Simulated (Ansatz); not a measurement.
## Run report: BSi3H9, single-point calculation

The run: single-point calculation of BSi3H9. Method and program: RHF, rpa/aug-cc-pVDZ (Ansatz 0.2.0).

Some settings of this run were made unusual or wrong on purpose. The geometry comes from this level: PBE0-D4/def2-TZVP.

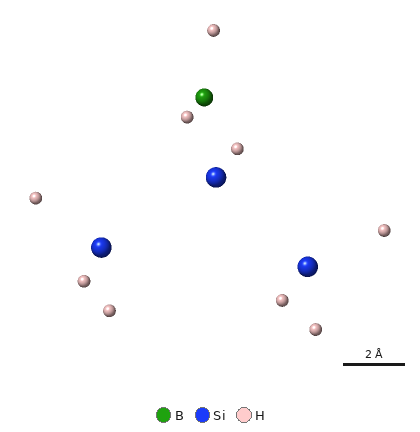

Fig. 1: The structure (ball-and-stick view, seen at a tilt). Sticks are drawn by distance; a stretched bond gets none, so the picture shows separate pieces.

**Input file**
```yaml
crystal:
  periodic: [false, false, false]
  atoms:
    - {symbol: B, position_ang: [-0.558422, 3.546201, -1.951519]}
    - {symbol: Si, position_ang: [0.818467, 0.124419, -1.229146]}
    - {symbol: Si, position_ang: [2.623629, 0.157521, 2.817928]}
    - {symbol: Si, position_ang: [-2.572518, -2.711832, -0.916759]}
    - {symbol: H, position_ang: [-2.070406, 4.429688, -0.521044]}
    - {symbol: H, position_ang: [0.047092, 4.772743, -3.747926]}
    - {symbol: H, position_ang: [2.695910, -0.857321, -3.087514]}
    - {symbol: H, position_ang: [0.673072, 0.932910, 4.687446]}
    - {symbol: H, position_ang: [4.782943, 1.951420, 2.973712]}
    - {symbol: H, position_ang: [3.548927, -2.412823, 3.483241]}
    - {symbol: H, position_ang: [-4.010318, -2.876837, -3.327355]}
    - {symbol: H, position_ang: [-1.625635, -5.277845, -0.264914]}
    - {symbol: H, position_ang: [-4.314003, -1.843627, 1.111629]}
basis:
  gaussian: {orbitals: aug-cc-pVDZ}
hamiltonian: {xc: {name: HF}}
correlation: {method: rpa}
```

Command:
```bash
ansatz run in.yaml --threads 4 --pin off --events-out ev --progress --plain --max-ram 10444MiB
```

**What the program printed**
```
Functional definition: HF
  name "HF"
  cite "Fock, Z. Phys. 61, 126 (1930) doi:10.1007/BF01340294"
  parent pbe
  exchange = exact_x
  correlation = 0
1817 factors; integrals over basis functions are off by at most 6.6e-4 eV
mean field evaluation 1: about -24343.5006 eV, gradient 3.2e1 eV
mean field evaluation 2: about -24343.5006 eV, gradient 3.2e1 eV
mean field evaluation 4: about -24353.3651 eV, gradient 1.8e1 eV
mean field evaluation 8: about -24356.5754 eV, gradient 5.8e-1 eV
mean field evaluation 16: about -24356.6278 eV, gradient 1.4e-3 eV
mean field evaluation 32: about -24352.1890 eV, gradient 4.0e0 eV
mean field evaluation 64: about -24355.1432 eV, gradient 9.4e0 eV
mean field evaluation 96: about -24356.3874 eV, gradient 6.0e-1 eV
mean field -24356.62780247 eV, -895.0895622255 hartree, gradient 2.2e-6 eV, S^2 0.000000; 8 other end points of the search recorded, 0 dependent functions left out; unrestricted orbitals would lower it
mean field evaluation 128: about -24370.8488 eV, gradient 1.0e-1 eV
unrestricted determinant -24370.84935737 eV, -895.6121947283 hartree, S^2 6.9362
16 core orbitals not correlated: weight in the atoms' cores, before any rotation towards them, 1.000 or more for the frozen orbitals, at most 0.000 for the correlated occupied ones
reference -24356.62780247 eV, -895.0895622255 hartree; 12, 12 occupied and 157, 157 virtual orbitals, 1817 factors
Total energy: -24376.02651139 eV, -895.8024516293 hartree
```

**Outcome**

```tsv
quantity	value
outcome	converged
total energy	−24376.0265 eV
mean-field energy	−24356.6278 eV
SCF solution under orbital rotations	stable within restricted orbitals
hardware	4 threads of Arm Neoverse V2, 23 GiB of memory available, shared host
wall time	18 s (CPU time 66 s)
peak memory	0.68 GiB
```

**Diagnosis**

A setting was made wrong on purpose: the coordinates are scaled as if typed in the wrong unit. The program still converged, but the numbers can't be taken as results for the intended system.
